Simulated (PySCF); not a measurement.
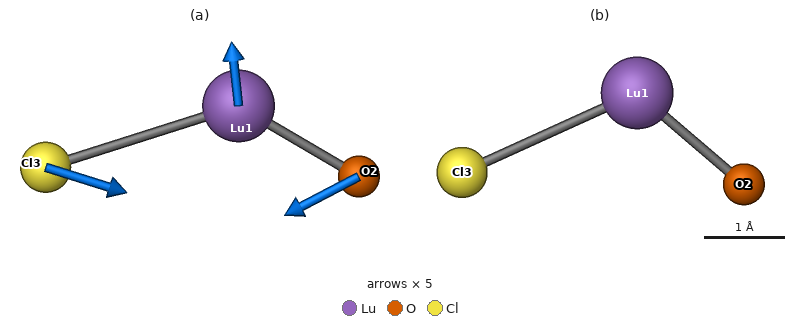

The structure of LuOCl before (left) and after (right) a relaxation, at one scale. The blue arrows give the displacements, magnified 5 times.

The picture is a ball-and-stick view, seen face on.

Method: PySCF, RKS PBE0, Lu def2-SVP with ECP28, O def2-SVP, Cl def2-SVP; non-relativistic Hamiltonian with scalar-relativistic core potentials; density fitting. Set-up: symmetry kept (Cs).

> Describe what moved and what it gained.

The atom that moves furthest after the best rigid fit is Cl3 (0.22 Å). By element the largest moves are Cl 0.22 Å, O 0.21 Å, Lu 0.17 Å. Among the contacts that change: Lu1–Cl3 2.553 → 2.425 Å, Lu1–O2 1.765 → 1.780 Å. Bond angles that change, for instance: O2–Lu1–Cl3 131.8° → 114.8°. After 6 geometry steps the energy has fallen by 0.142 eV. Largest force component: 1.4 eV/Å at the start, 0.0068 eV/Å at the end.
